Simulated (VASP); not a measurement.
Band structure of BeBr$_{2}$ (space group Ibam). These are PBEsol GGA, VASP's PBE PAW potentials (set 64) (plane waves; VASP) values and carry that method's errors.

Without a dispersion term in the relaxation, distances and binding between the weakly bound layers, chains or molecules are unreliable, and so is what depends on them.

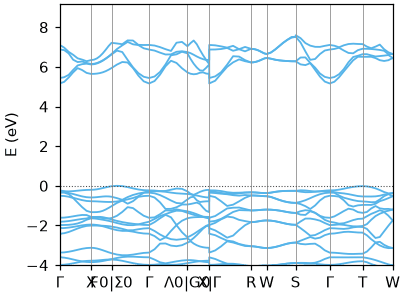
Bands along high-symmetry lines, zero at the valence-band maximum or, without a gap, the Fermi level

Problem. Read the plot: is there a gap, and where are the band edges?

Solution. The gap is indirect, 5.16 eV, from the valence maximum at Σ0-Γ at 0.14 to the conduction minimum at Γ. (Edges off the drawn lines would not show.)

The structure comes from a computed database's BeBr2 entry (Ibam); how it stands against other phases isn't given here. It was relaxed first.
